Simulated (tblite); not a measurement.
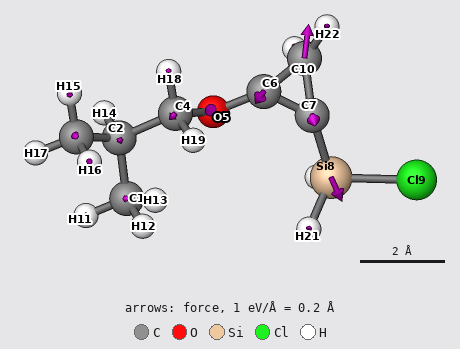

Starting geometry of C$_{7}$H$_{13}$ClOSi with the computed forces as purple arrows. A ball-and-stick model, seen at a tilt.

All numbers below come from GFN2-xTB geometry optimisation, gas phase (tblite). 

Q: Is this structure relaxed? If not, where do the atoms go?

A: It isn't relaxed: the largest force vector, on a C atom, is 4.18 eV/Å. The final displacements have little in common with the starting forces (cosine between the two patterns 0.05). The atom that moves furthest after the best rigid fit is an H atom (1.53 Å). By element the largest moves are H 1.53 Å, O 1.32 Å, C 1.00 Å, Cl 0.95 Å, Si 0.87 Å. Some distances before and after: C–C 1.418 → 1.534 Å, C–Si 1.761 → 1.841 Å, C–O 1.365 → 1.314 Å, C–C 1.446 → 1.476 Å. Bond angles that change, for instance: O–C–C 122.0° → 151.7°, C–C–Si 134.8° → 152.5°, O–C–C 128.6° → 141.9°. Groups turn about C–O by about 80°. Over 229 geometry steps the energy falls by 44.8 kcal/mol.
